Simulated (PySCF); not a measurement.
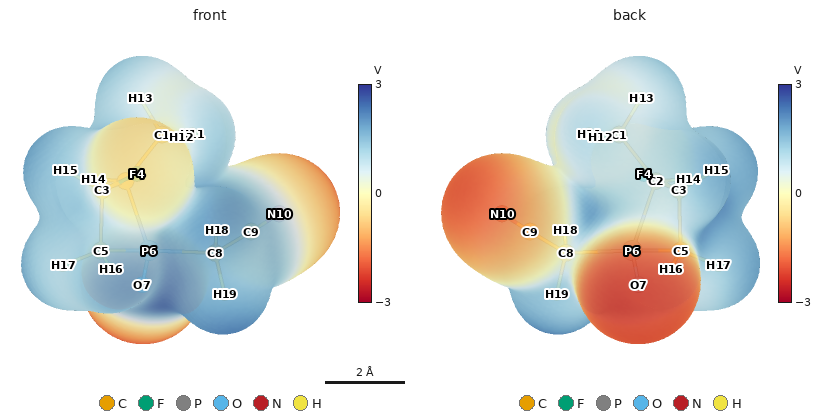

*C6H9FNOP. The electrostatic potential painted on the density surface at 0.004 e/bohr³, seen from the front and from behind; red is negative and blue positive.*

Geometry: GFN2-xTB.

Level of theory: PySCF, PBE0/pcSseg-1, SCF density, gas phase, non-relativistic.

```xyz
19

C    -1.1550    1.3332    0.9087
C    -0.9011    0.5720   -0.3765
C    -1.3491   -0.9047   -0.4325
F    -1.2519   -1.4829    0.8134
C    -0.2265   -1.4488   -1.3280
P     0.8041    0.0454   -0.9185
O     1.5431    0.7650   -1.9528
C     1.7999   -0.3827    0.5825
C     2.1461    0.8582    1.2143
N     2.3974    1.8530    1.7167
H    -0.8078    0.7697    1.7715
H    -0.6304    2.2859    0.8854
H    -2.2207    1.5218    1.0287
H    -1.3379    1.1023   -1.2299
H    -2.3733   -1.0851   -0.7708
H     0.1191   -2.4408   -1.0479
H    -0.5035   -1.4435   -2.3807
H     1.2325   -1.0152    1.2667
H     2.7052   -0.8935    0.2422
```

### Where is the surface potential most negative and most positive?

The most negative region (about −2.2 V) lies over O7, the most positive (about +2.2 V) over P6, C8 and H19. O7 is the likeliest acceptor of a hydrogen bond.
